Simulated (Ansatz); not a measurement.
The reference is SiGe in the wurtzite structure (space group P6_3mc, No. 186; a = 3.9041 Å, c = 6.4549 Å; a model cell, its experimental status unchecked).

Perturbation: 0.170 electrons added to each cell, a density of 2.0×10^21 cm⁻³, with a uniform compensating background at fixed cell and a 300 K Fermi–Dirac width.

Level of theory: r2SCAN, PAW, 500 eV (Ansatz, a program for electronic structure; no spin-orbit coupling).

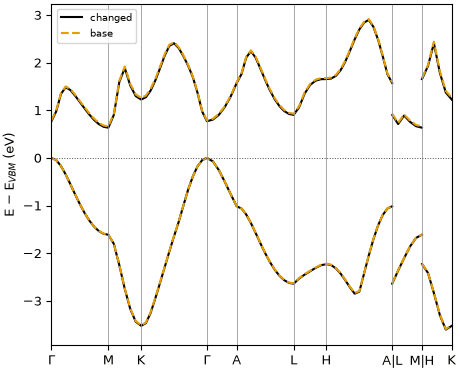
Figure. Highest valence and lowest conduction band along the path, each from its own valence-band maximum

The gap is 0.64 eV, indirect, Γ → M; the base has 0.66 eV.

Charged cell with a jellium background: band edges are those of the host's band count, energies are not comparable with the neutral cell, and many-body gap narrowing is missing. Stability against distortions was not tested.
